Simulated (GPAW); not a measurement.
Band structure of HfB2 (P6/mmm, 3 atoms in the cell).

```
CELL_PARAMETERS angstrom
      3.13268     0.00000     0.00000
     -1.56634     2.71298     0.00000
      0.00000     0.00000     3.47921
ATOMIC_POSITIONS crystal
  Hf 0.00000 0.00000 0.00000
  B  0.33333 0.66667 0.50000
  B  0.66667 0.33333 0.50000
```

Level of theory: PBE, GPAW PAW datasets PBE (gpaw-data 1.0.1) (plane waves; GPAW).

Settings: mode = pw; ecut = 900 eV; xc = PBE; kpts = 8 8 7; mesh shift (steps) = 0 0 0; occupations.name = fermi-dirac; occupations.width = 0.05 eV; nbands = -9; convergence.density = 1e-05 e/electron; convergence.energy = 1e-05 eV/electron; symmetry.symmorphic = false; symmetry.tolerance = 0.0005; maxiter = 100; bandpath_npoints = 40.

The starting cell comes from a database of computed structures (which also holds hypothetical and non-ambient phases and stackings), without a prior relaxation at this level. Spin-orbit coupling is off.

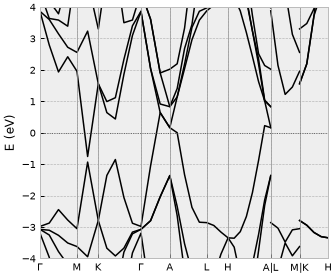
Figure: Bands along the path, energies from the Fermi level.

Levels in eV from the Fermi level, bands 6 to 13:
```tsv
point	6	7	8	9	10	11	12	13
Γ	-3.20	-3.07	-3.07	-2.98	3.86	3.86	4.48	4.48
M	-9.25	-4.33	-3.62	-3.05	1.96	2.56	5.42	5.58
K	-8.49	-7.95	-2.79	-2.79	1.56	1.56	3.30	9.26
A	-8.54	-1.36	-1.36	0.16	0.16	0.83	0.83	2.02
L	-7.72	-5.16	-4.89	-2.86	3.88	3.97	6.11	7.01
H	-9.34	-5.71	-3.34	-3.34	4.31	5.32	6.77	6.77
```

Bands cross the Fermi level along this path, so the cell is metallic at this level.
